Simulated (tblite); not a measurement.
Run report: C$_{2}$H$_{4}$BrOSi, geometry relaxation (part 2 of 2)

The same run, continued: C$_{2}$H$_{4}$BrOSi, multiplicity 2; GFN2-xTB geometry optimisation, gas phase (tblite 0.8.0). It belongs to a series of runs on one base structure; here: H removed from Si.

Geometry of the input (Å):
```
O  -2.3705  0.1102  -0.5384
C  -1.1556  -0.0136  -0.6287
C  -0.3057  -0.2105  0.6250
Si 1.4924  -0.3750  0.2679
Br 2.4015  1.6816  0.4478
H  -0.6849  0.0045  -1.6099
H  -0.4519  0.7299  1.2108
H  -0.7133  -1.0267  1.2588
H  1.8016  -0.8944  -1.0586
```

Trajectory as extended XYZ, continued
```
9
Properties=species:S:1:pos:R:3:forces:R:3 step=45 energy=-439.79809
O    -1.9042   -0.7583   -1.0072    0.1280   0.0810  -0.0370
C    -1.1369    0.0567   -0.5610   -0.0250  -0.0020  -0.0920
C    -0.4093   -0.0868    0.7210    0.0820   0.0350  -0.0090
Si    1.4166   -0.4983    0.2666   -0.0390   0.0310  -0.0230
Br    2.4636    1.4776    0.0776   -0.0040  -0.0320  -0.0090
H    -0.8778    0.9802   -1.1272   -0.0690  -0.1230   0.0860
H    -0.3933    0.8624    1.2567   -0.0280  -0.0140   0.0520
H    -0.8766   -0.8560    1.3374    0.0880   0.0220  -0.0550
H     1.7315   -1.1714   -0.9891   -0.1340   0.0030   0.0850
9
Properties=species:S:1:pos:R:3:forces:R:3 step=47 energy=-439.80481
O    -1.8334   -0.7849   -1.0387    0.1130   0.0960  -0.0920
C    -1.1223    0.0642   -0.5624   -0.1140  -0.0400   0.0170
C    -0.4122   -0.0722    0.7279    0.1200   0.0030   0.0270
Si    1.4018   -0.5165    0.2618   -0.0250   0.0060  -0.0140
Br    2.4430    1.4516    0.0534    0.0700   0.0650  -0.0160
H    -0.9136    1.0181   -1.0932   -0.0380  -0.1160   0.0200
H    -0.3933    0.8728    1.2665    0.0120   0.0620   0.0380
H    -0.8759   -0.8348    1.3511    0.0180  -0.0650  -0.0700
H     1.7196   -1.1923   -0.9916   -0.1570  -0.0120   0.0920
9
Properties=species:S:1:pos:R:3:forces:R:3 step=48 energy=-439.80855
O    -1.8006   -0.7913   -1.0542   -0.0350  -0.1150  -0.2050
C    -1.1135    0.0652   -0.5651   -0.0400   0.1170   0.1830
C    -0.4083   -0.0664    0.7289    0.0520   0.0100   0.0620
Si    1.3951   -0.5218    0.2628    0.0550   0.0150   0.0190
Br    2.4364    1.4415    0.0421    0.1010   0.0990  -0.0230
H    -0.9312    1.0318   -1.0762    0.0030  -0.0500  -0.0380
H    -0.3963    0.8773    1.2683    0.0360   0.0900   0.0300
H    -0.8672   -0.8273    1.3548   -0.0380  -0.1180  -0.0590
H     1.6990   -1.2031   -0.9865   -0.1340  -0.0470   0.0310
9
Properties=species:S:1:pos:R:3:forces:R:3 step=50 energy=-439.81722
O    -1.7441   -0.8041   -1.0952    0.1350   0.0820   0.0070
C    -1.1057    0.0698   -0.5632   -0.1350  -0.1170   0.0840
C    -0.4042   -0.0586    0.7354   -0.1560   0.0120   0.0620
Si    1.3863   -0.5252    0.2706    0.1720   0.0850   0.0630
Br    2.4445    1.4245    0.0090    0.0960   0.0920  -0.0170
H    -0.9591    1.0544   -1.0412    0.0010   0.0410  -0.1010
H    -0.4024    0.8882    1.2713    0.0440   0.0390   0.0330
H    -0.8554   -0.8250    1.3597   -0.0770  -0.1020  -0.0410
H     1.6537   -1.2180   -0.9717   -0.0800  -0.1310  -0.0890
9
Properties=species:S:1:pos:R:3:forces:R:3 step=52 energy=-439.82952
O    -1.6897   -0.8074   -1.1319    0.0990   0.0100   0.1240
C    -1.1010    0.0746   -0.5586    0.0150  -0.0550  -0.0290
C    -0.4070   -0.0488    0.7466   -0.1260  -0.0390  -0.0150
Si    1.3958   -0.5043    0.2930    0.0400   0.0620  -0.0520
Br    2.4927    1.4115   -0.0401    0.0510   0.0710  -0.0140
H    -0.9775    1.0689   -1.0255   -0.0040   0.0770  -0.0210
H    -0.4345    0.8966    1.2868    0.0430  -0.0620   0.0470
H    -0.8328   -0.8470    1.3517   -0.1110   0.0270  -0.0210
H     1.5676   -1.2382   -0.9472   -0.0050  -0.0890  -0.0200
9
Properties=species:S:1:pos:R:3:forces:R:3 step=54 energy=-439.83370
O    -1.6574   -0.8157   -1.1311    0.0130  -0.0740  -0.0160
C    -1.0920    0.0794   -0.5577    0.0190   0.1180   0.0160
C    -0.4173   -0.0409    0.7555    0.0890  -0.0210  -0.0480
Si    1.3950   -0.4959    0.2916   -0.0840   0.0470  -0.0670
Br    2.5146    1.4044   -0.0632    0.0130   0.0450  -0.0120
H    -0.9850    1.0796   -1.0292    0.0050  -0.0590   0.0660
H    -0.4539    0.8974    1.3082    0.0610  -0.0790   0.0100
H    -0.8389   -0.8521    1.3461   -0.1040   0.0420  -0.0200
H     1.5485   -1.2501   -0.9452   -0.0110  -0.0200   0.0690
9
Properties=species:S:1:pos:R:3:forces:R:3 step=56 energy=-439.83708
O    -1.6207   -0.8263   -1.1398    0.1130   0.1450   0.0500
C    -1.0829    0.0844   -0.5568   -0.1360  -0.0860  -0.0440
C    -0.4203   -0.0350    0.7601    0.0710  -0.0240   0.0010
Si    1.3849   -0.4955    0.2838   -0.0130   0.0390  -0.0270
Br    2.5165    1.3979   -0.0803   -0.0100   0.0210  -0.0120
H    -0.9992    1.0907   -1.0147    0.0030  -0.0490   0.0080
H    -0.4525    0.8987    1.3204    0.0530  -0.0580  -0.0150
H    -0.8516   -0.8453    1.3451   -0.0620   0.0240  -0.0170
H     1.5393   -1.2636   -0.9430   -0.0180  -0.0130   0.0560
9
Properties=species:S:1:pos:R:3:forces:R:3 step=57 energy=-439.83907
O    -1.6043   -0.8276   -1.1461    0.0730   0.0960   0.0130
C    -1.0793    0.0853   -0.5565   -0.1170  -0.0720  -0.0020
C    -0.4178   -0.0358    0.7603   -0.0020  -0.0100   0.0370
Si    1.3823   -0.4904    0.2800    0.0500  -0.0100  -0.0020
Br    2.5175    1.4006   -0.0873   -0.0260   0.0040  -0.0200
H    -1.0067    1.0939   -1.0046    0.0070   0.0150  -0.0380
H    -0.4440    0.8960    1.3221    0.0250  -0.0230  -0.0060
H    -0.8600   -0.8416    1.3434   -0.0100   0.0060  -0.0120
H     1.5259   -1.2744   -0.9364    0.0010  -0.0050   0.0290
9
Properties=species:S:1:pos:R:3:forces:R:3 step=59 energy=-439.84004
O    -1.5868   -0.8273   -1.1561    0.0280   0.0580   0.0180
C    -1.0801    0.0875   -0.5546   -0.0260  -0.0260  -0.0170
C    -0.4168   -0.0363    0.7620   -0.0120   0.0040   0.0000
Si    1.3836   -0.4893    0.2789    0.0140  -0.0240   0.0280
Br    2.5156    1.4012   -0.0957   -0.0260   0.0010  -0.0270
H    -1.0146    1.0992   -0.9989   -0.0040   0.0090  -0.0100
H    -0.4363    0.8943    1.3244    0.0000   0.0080   0.0080
H    -0.8631   -0.8389    1.3450    0.0050  -0.0200  -0.0020
H     1.5122   -1.2845   -0.9301    0.0220  -0.0100   0.0010
9
Properties=species:S:1:pos:R:3:forces:R:3 step=61 energy=-439.84057
O    -1.5679   -0.8267   -1.1644   -0.0170   0.0200   0.0070
C    -1.0803    0.0908   -0.5525    0.0490   0.0200  -0.0250
C    -0.4177   -0.0346    0.7646    0.0000   0.0010  -0.0110
Si    1.3823   -0.4952    0.2794   -0.0140  -0.0050   0.0320
Br    2.5080    1.3969   -0.1055   -0.0180   0.0040  -0.0260
H    -1.0226    1.1060   -0.9932   -0.0150  -0.0130   0.0190
H    -0.4325    0.8960    1.3270   -0.0060   0.0070   0.0100
H    -0.8648   -0.8360    1.3485    0.0020  -0.0190  -0.0070
H     1.5091   -1.2913   -0.9289    0.0200  -0.0160   0.0010
9
Properties=species:S:1:pos:R:3:forces:R:3 step=63 energy=-439.84100
O    -1.5452   -0.8251   -1.1737   -0.0470  -0.0310  -0.0260
C    -1.0760    0.0943   -0.5516    0.0580   0.0490   0.0120
C    -0.4187   -0.0323    0.7678    0.0050  -0.0040  -0.0010
Si    1.3792   -0.5023    0.2817   -0.0040   0.0070   0.0050
Br    2.4996    1.3903   -0.1197   -0.0120   0.0050  -0.0190
H    -1.0335    1.1135   -0.9827   -0.0080   0.0050   0.0110
H    -0.4318    0.8991    1.3297   -0.0030  -0.0100   0.0070
H    -0.8677   -0.8333    1.3514    0.0010  -0.0080  -0.0150
H     1.5077   -1.2981   -0.9281    0.0090  -0.0130   0.0260
9
Properties=species:S:1:pos:R:3:forces:R:3 step=65 energy=-439.84129
O    -1.5306   -0.8233   -1.1809   -0.0310  -0.0290  -0.0220
C    -1.0707    0.0964   -0.5520    0.0070   0.0280   0.0290
C    -0.4183   -0.0314    0.7695    0.0030  -0.0040   0.0020
Si    1.3786   -0.5034    0.2844    0.0110   0.0000  -0.0100
Br    2.4971    1.3872   -0.1319   -0.0130   0.0030  -0.0170
H    -1.0419    1.1185   -0.9738    0.0090   0.0330  -0.0100
H    -0.4330    0.8996    1.3322   -0.0030  -0.0150   0.0060
H    -0.8696   -0.8331    1.3505    0.0050  -0.0070  -0.0150
H     1.5020   -1.3045   -0.9232    0.0110  -0.0090   0.0370
9
Properties=species:S:1:pos:R:3:forces:R:3 step=66 energy=-439.84158
O    -1.5248   -0.8208   -1.1847   -0.0220  -0.0340  -0.0220
C    -1.0677    0.0982   -0.5525   -0.0220   0.0180   0.0410
C    -0.4176   -0.0317    0.7699    0.0030  -0.0040   0.0000
Si    1.3798   -0.5028    0.2868    0.0100   0.0000  -0.0070
Br    2.4955    1.3871   -0.1402   -0.0130   0.0030  -0.0160
H    -1.0461    1.1216   -0.9693    0.0210   0.0530  -0.0200
H    -0.4336    0.8982    1.3341   -0.0050  -0.0140   0.0060
H    -0.8704   -0.8345    1.3480    0.0090  -0.0090  -0.0120
H     1.4986   -1.3093   -0.9172    0.0180  -0.0120   0.0310
9
Properties=species:S:1:pos:R:3:forces:R:3 step=68 energy=-439.84313
O    -1.5064   -0.8051   -1.1994    0.0070  -0.0300  -0.0210
C    -1.0593    0.1099   -0.5542   -0.0810  -0.0060   0.0600
C    -0.4145   -0.0338    0.7699    0.0050  -0.0060  -0.0070
Si    1.3874   -0.5002    0.3003   -0.0150   0.0270   0.0040
Br    2.4810    1.3895   -0.1838   -0.0140  -0.0080  -0.0120
H    -1.0597    1.1393   -0.9530    0.0530   0.0800  -0.0280
H    -0.4354    0.8878    1.3473   -0.0200  -0.0130   0.0010
H    -0.8732   -0.8456    1.3303    0.0250  -0.0060   0.0090
H     1.4937   -1.3358   -0.8824    0.0410  -0.0380  -0.0070
9
Properties=species:S:1:pos:R:3:forces:R:3 step=70 energy=-439.84553
O    -1.5049   -0.7791   -1.2095    0.0070   0.0040  -0.0300
C    -1.0589    0.1298   -0.5547   -0.0360  -0.0150   0.0450
C    -0.4123   -0.0385    0.7670   -0.0100  -0.0090  -0.0010
Si    1.3974   -0.4961    0.3200   -0.0420   0.0680  -0.0170
Br    2.4515    1.3952   -0.2435   -0.0090  -0.0160  -0.0010
H    -1.0624    1.1653   -0.9417    0.0580   0.0330   0.0060
H    -0.4379    0.8676    1.3688   -0.0440  -0.0160  -0.0150
H    -0.8754   -0.8670    1.2995    0.0360   0.0110   0.0420
H     1.5164   -1.3712   -0.8310    0.0410  -0.0600  -0.0290
9
Properties=species:S:1:pos:R:3:forces:R:3 step=72 energy=-439.84708
O    -1.5251   -0.7667   -1.2066    0.0060   0.0650  -0.0120
C    -1.0664    0.1376   -0.5532    0.0220  -0.0220  -0.0250
C    -0.4155   -0.0432    0.7648   -0.0210  -0.0030   0.0040
Si    1.3979   -0.4893    0.3266   -0.0200   0.0320  -0.0590
Br    2.4416    1.3968   -0.2661   -0.0020   0.0130   0.0030
H    -1.0480    1.1747   -0.9440    0.0300  -0.0470   0.0410
H    -0.4453    0.8552    1.3774   -0.0440   0.0020  -0.0070
H    -0.8745   -0.8799    1.2876    0.0200   0.0060   0.0520
H     1.5489   -1.3793   -0.8115    0.0090  -0.0450   0.0040
9
Properties=species:S:1:pos:R:3:forces:R:3 step=74 energy=-439.84904
O    -1.5218   -0.7463   -1.2207    0.0110   0.0820   0.0100
C    -1.0663    0.1481   -0.5511    0.0160  -0.0430  -0.0740
C    -0.4218   -0.0488    0.7667   -0.0220   0.0080   0.0220
Si    1.3947   -0.4777    0.3319    0.0390  -0.0480  -0.1130
Br    2.4323    1.3928   -0.3134   -0.0110   0.0320   0.0070
H    -1.0405    1.1907   -0.9279    0.0170  -0.0580   0.0390
H    -0.4627    0.8420    1.3885   -0.0280   0.0220   0.0120
H    -0.8734   -0.8941    1.2819    0.0050  -0.0020   0.0280
H     1.5729   -1.4008   -0.7811   -0.0280   0.0080   0.0680
9
Properties=species:S:1:pos:R:3:forces:R:3 step=75 energy=-439.85036
O    -1.5096   -0.7290   -1.2368    0.0140   0.0600   0.0180
C    -1.0624    0.1565   -0.5502    0.0010  -0.0450  -0.0680
C    -0.4245   -0.0523    0.7688   -0.0170   0.0110   0.0210
Si    1.3943   -0.4702    0.3342    0.0540  -0.0820  -0.1110
Br    2.4214    1.3905   -0.3521   -0.0160   0.0330   0.0040
H    -1.0400    1.2042   -0.9099    0.0180  -0.0330   0.0200
H    -0.4749    0.8335    1.3967   -0.0140   0.0260   0.0200
H    -0.8713   -0.9037    1.2778   -0.0020  -0.0090   0.0110
H     1.5806   -1.4236   -0.7536   -0.0380   0.0390   0.0840
9
Properties=species:S:1:pos:R:3:forces:R:3 step=77 energy=-439.85185
O    -1.4830   -0.7069   -1.2605    0.0120   0.0100   0.0140
C    -1.0537    0.1680   -0.5503   -0.0080  -0.0190  -0.0100
C    -0.4241   -0.0543    0.7712   -0.0020   0.0000   0.0050
Si    1.3974   -0.4662    0.3342    0.0130  -0.0250  -0.0270
Br    2.3985    1.3908   -0.4004   -0.0200   0.0030  -0.0020
H    -1.0459    1.2230   -0.8839    0.0250   0.0050  -0.0090
H    -0.4850    0.8255    1.4076    0.0020   0.0010   0.0080
H    -0.8670   -0.9140    1.2703   -0.0050  -0.0020  -0.0030
H     1.5764   -1.4600   -0.7135   -0.0180   0.0280   0.0230
9
Properties=species:S:1:pos:R:3:forces:R:3 step=79 energy=-439.85198
O    -1.4815   -0.7054   -1.2605   -0.0050  -0.0140  -0.0090
C    -1.0532    0.1694   -0.5503    0.0150   0.0030   0.0120
C    -0.4231   -0.0539    0.7710    0.0000  -0.0040   0.0050
Si    1.3983   -0.4671    0.3329   -0.0060   0.0040   0.0090
Br    2.3929    1.3929   -0.4020   -0.0140   0.0010  -0.0080
H    -1.0452    1.2244   -0.8840    0.0230   0.0070  -0.0060
H    -0.4835    0.8249    1.4092    0.0010  -0.0070   0.0020
H    -0.8661   -0.9150    1.2677   -0.0050   0.0030   0.0030
H     1.5751   -1.4643   -0.7092   -0.0090   0.0080  -0.0080
9
Properties=species:S:1:pos:R:3:forces:R:3 step=81 energy=-439.85213
O    -1.4870   -0.7056   -1.2575   -0.0010   0.0100   0.0050
C    -1.0540    0.1694   -0.5498    0.0210  -0.0020  -0.0200
C    -0.4243   -0.0548    0.7714   -0.0040  -0.0020   0.0010
Si    1.3973   -0.4651    0.3335    0.0080   0.0000   0.0010
Br    2.3926    1.3941   -0.4026   -0.0170   0.0010  -0.0050
H    -1.0375    1.2238   -0.8884    0.0150  -0.0190   0.0080
H    -0.4856    0.8227    1.4110    0.0000   0.0010   0.0060
H    -0.8663   -0.9171    1.2664   -0.0090   0.0010   0.0060
H     1.5785   -1.4613   -0.7092   -0.0140   0.0090  -0.0030
9
Properties=species:S:1:pos:R:3:forces:R:3 step=83 energy=-439.85259
O    -1.4929   -0.7026   -1.2543    0.0060   0.0420   0.0200
C    -1.0501    0.1703   -0.5492    0.0200  -0.0090  -0.0560
C    -0.4268   -0.0578    0.7740   -0.0040  -0.0010  -0.0040
Si    1.3955   -0.4606    0.3351    0.0210   0.0060   0.0070
Br    2.3806    1.3996   -0.4119   -0.0150   0.0030  -0.0020
H    -1.0134    1.2231   -0.8948    0.0000  -0.0490   0.0240
H    -0.4918    0.8161    1.4172    0.0010   0.0130   0.0100
H    -0.8677   -0.9237    1.2633   -0.0160  -0.0020   0.0100
H     1.5803   -1.4584   -0.7047   -0.0130  -0.0020  -0.0100
9
Properties=species:S:1:pos:R:3:forces:R:3 step=84 energy=-439.85297
O    -1.4907   -0.6997   -1.2550    0.0100   0.0470   0.0230
C    -1.0438    0.1705   -0.5491    0.0070  -0.0110  -0.0570
C    -0.4279   -0.0603    0.7769   -0.0020   0.0000  -0.0090
Si    1.3945   -0.4590    0.3366    0.0200   0.0140   0.0160
Br    2.3665    1.4037   -0.4208   -0.0090   0.0040   0.0000
H    -0.9961    1.2226   -0.8959   -0.0060  -0.0490   0.0220
H    -0.4952    0.8124    1.4213    0.0020   0.0200   0.0130
H    -0.8703   -0.9269    1.2630   -0.0170  -0.0080   0.0110
H     1.5766   -1.4572   -0.7023   -0.0060  -0.0160  -0.0190
9
Properties=species:S:1:pos:R:3:forces:R:3 step=86 energy=-439.85328
O    -1.4833   -0.6980   -1.2579   -0.0030  -0.0010  -0.0050
C    -1.0365    0.1695   -0.5498   -0.0020   0.0010  -0.0020
C    -0.4276   -0.0619    0.7795    0.0010   0.0000   0.0000
Si    1.3952   -0.4601    0.3384    0.0010  -0.0010   0.0060
Br    2.3530    1.4067   -0.4253    0.0030   0.0090  -0.0010
H    -0.9866    1.2205   -0.8933    0.0000   0.0000   0.0000
H    -0.4945    0.8123    1.4224    0.0000   0.0090   0.0050
H    -0.8745   -0.9264    1.2656   -0.0040  -0.0050   0.0040
H     1.5684   -1.4566   -0.7047    0.0020  -0.0100  -0.0080
9
Properties=species:S:1:pos:R:3:forces:R:3 step=88 energy=-439.85330
O    -1.4841   -0.6986   -1.2577   -0.0040  -0.0070  -0.0060
C    -1.0372    0.1690   -0.5499    0.0030   0.0020   0.0040
C    -0.4273   -0.0618    0.7791    0.0000   0.0010   0.0030
Si    1.3957   -0.4610    0.3382   -0.0030  -0.0050  -0.0010
Br    2.3536    1.4072   -0.4227    0.0020   0.0060   0.0000
H    -0.9881    1.2200   -0.8935    0.0010   0.0040  -0.0010
H    -0.4930    0.8134    1.4215   -0.0010   0.0010   0.0000
H    -0.8749   -0.9256    1.2664    0.0010   0.0000   0.0010
H     1.5689   -1.4566   -0.7065    0.0010  -0.0030  -0.0010
```

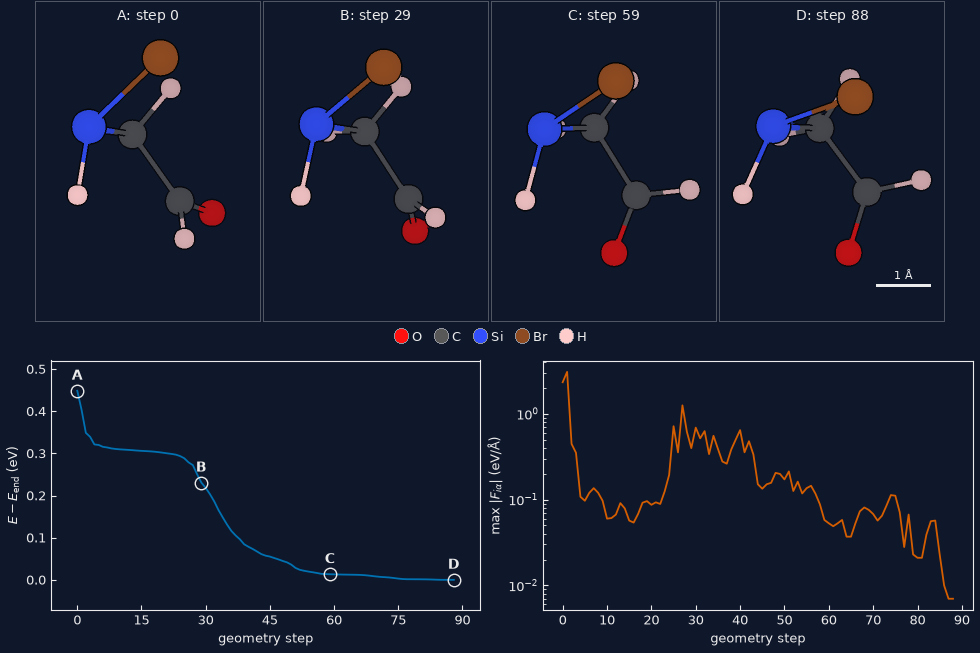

**Figure 1.** Frames of the relaxation (ball-and-stick view, seen at an oblique angle) above the curves, on which the letters mark them (steps are counted from 0).

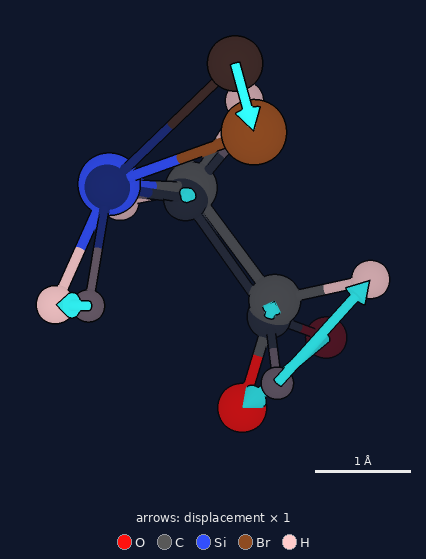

**Figure 2.** Start (faint) and end (solid) with the displacements as teal arrows, at true length (ball-and-stick view, seen at an oblique angle). The two geometries are laid on each other by the best rigid fit. The atom that moves furthest after the best rigid fit is H6 (1.50 Å). By element the largest moves are H 1.50 Å, O 1.46 Å, Br 0.77 Å, C 0.21 Å, Si 0.08 Å. Distances before and after: C3–Si4 1.841 → 1.918 Å, C2–C3 1.527 → 1.480 Å, C3–H7 1.118 → 1.088 Å, C3–H8 1.111 → 1.088 Å. Among the angles that change: C2–C3–Si4 113.3° → 102.6°, C2–C3–H7 104.4° → 112.3°, C3–C2–H6 120.1° → 114.1°. The energy falls by 0.448 eV in 88 geometry steps. The largest force component goes from 2.3 to 0.007 eV/Å. (Atoms are counted from 1 in the order of the input.)
